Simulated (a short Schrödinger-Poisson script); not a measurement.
System: MOS inversion layer, SiO2 on p-type Si(100), at 400 K.

```csv
layer,material,thickness (nm),Na (cm⁻³)
1,SiO2,3.2,-
2,Si,670,4.1e17
```

The device is made up for the run: typed textbook-type constants, with dimensions and the other settings drawn at random. SiO2: permittivity 3.9, conduction-band edge (eV) 3.15, gap (eV) 9, electron mass (mₑ) 0.5. Si: permittivity 11.7, conduction-band edge (eV) 0, gap (eV) 1.124, Nv at 300 K (cm⁻³) 3.1e19.

Channel valleys (confinement mass, in-plane density-of-states mass, number): Δ2 0.916, 0.19, 2; Δ4 0.19, 0.417, 4. At the gate the conduction-band edge of layer 1 lies 3.7 eV − eVg above the Fermi level of the channel; the field vanishes at the back. Gaps are held at their typed values at every temperature. Mesh 0.03 nm at interfaces.

From a short Schrödinger-Poisson script (our own, NumPy): 1D Poisson equation in equilibrium, electrons quantum, Hartree (BenDaniel-Duke, 12 states a valley, the channel's in-plane mass for all, wave functions free to enter the dielectric), parabolic valleys, classical holes, full ionisation, no traps, pinning or gate leakage.

Only gate voltages with over 1e8 electrons/cm² are shown.

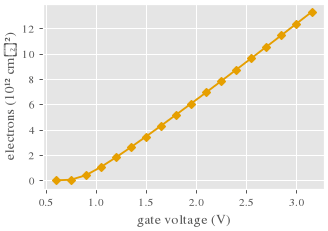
Sheet density against gate voltage

```
Vg (V)  electrons (cm⁻²)  C (μF/cm²)  Δ2 E0 (meV)  Δ2 E1 (meV)  Δ4 E0 (meV)  Δ4 E1 (meV)
------  ----------------  ----------  -----------  -----------  -----------  -----------
0.6               1.90e9       0.189        308.4        364.1        350.9        442.4
0.9              4.05e11       0.642        119.2        182.6        167.1        269.4
1.2              1.81e12       0.856         62.0        134.9        116.7        226.5
1.5              3.46e12       0.910         34.6        116.3         95.5        211.1
1.8              5.19e12       0.936         15.8        105.6         82.2        202.9
2.1              6.95e12       0.952          1.0         98.4         72.4        197.7
2.4              8.74e12       0.962        -11.5         93.0         64.6        194.0
2.7              1.06e13       0.970        -22.4         88.8         57.9        191.2
3                1.24e13       0.977        -32.4         85.4         52.1        189.1
```

Subbands count from the Fermi level.
